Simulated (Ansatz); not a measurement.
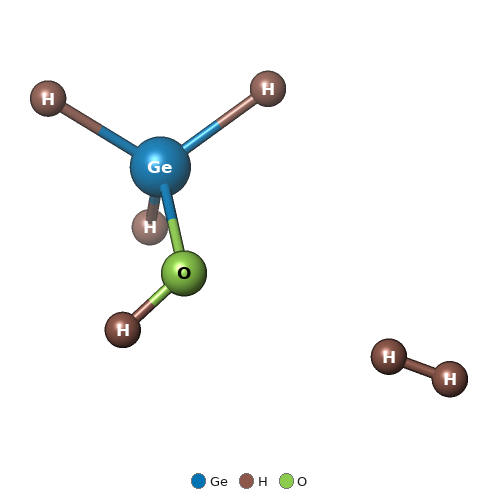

Atoms fade into the background with distance from the viewer. Computed geometry: PBE0-D4/def2-TZVP optimisation.

Question: Which symmetry elements does this geometry have?

Answer: It has no symmetry element but the identity, so the point group is C1. The group has 1 operation. The geometry is chiral, and symmetry allows a dipole moment.
